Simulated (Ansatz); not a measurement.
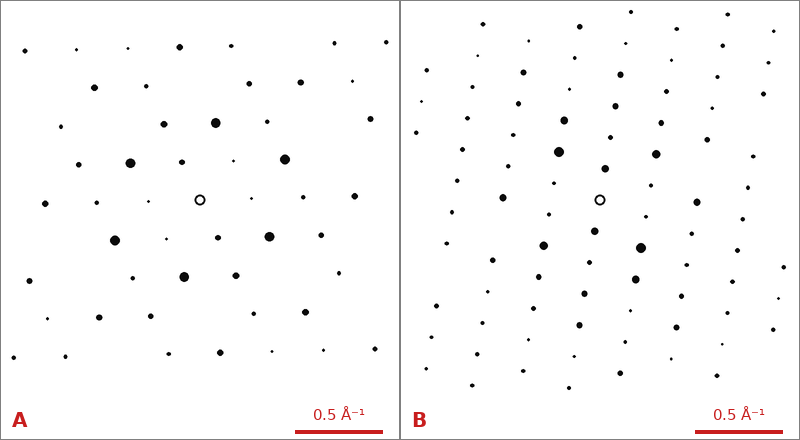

Kinematic electron diffraction patterns (120 kV, B = 0.5 Å², same scale, each along a low-index zone) of two structures of composition MgC, each relaxed at zero pressure with Ansatz 0.2.0, DFT PBE, scalar-relativistic, plane waves, PAW.

The structures (standard cells):
1. P2_1/m (No. 11), a = 3.621 Å, b = 2.632 Å, c = 5.582 Å, β = 100.81°, 4 atoms; generated start, possibly hypothetical
2. Cmcm (No. 63), a = 3.688 Å, b = 8.295 Å, c = 2.721 Å, 8 atoms; generated start, possibly hypothetical

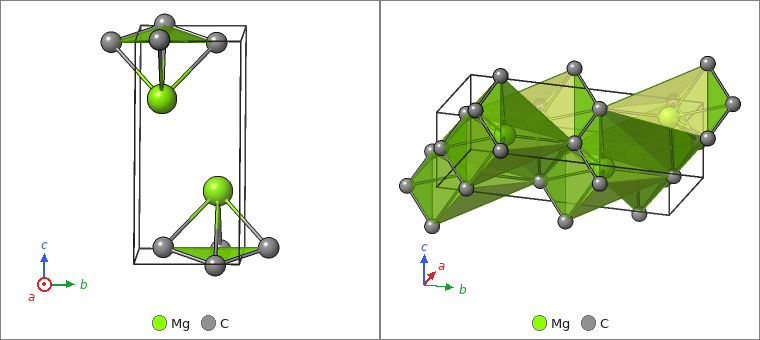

Drawings of the structures 1 to 2, from left to right (each may span several cells).

> Which pattern belongs to which structure, and along which zone?

A is structure 2 along [001]: centred rectangular net of 0 2 0 at d = 4.15 Å and 1 1 0 (weak) at d = 3.37 Å, 66.0° apart (some points of this net are extinct or too weak to see). B is structure 1 along [010]: oblique net of 0 0 1 at d = 5.48 Å and 1 0 0 (weak) at d = 3.56 Å, 79.2° apart (some points of this net are extinct or too weak to see).

> Rank the structures by their computed energy.

Structure 1 (P2_1/m, 13.06 Å³ an atom) is the lowest of these; structure 2 (Cmcm, 10.40 Å³ an atom) lies about 220 meV an atom higher. These are static energies at 0 K; other structures, not shown, may lie lower still.
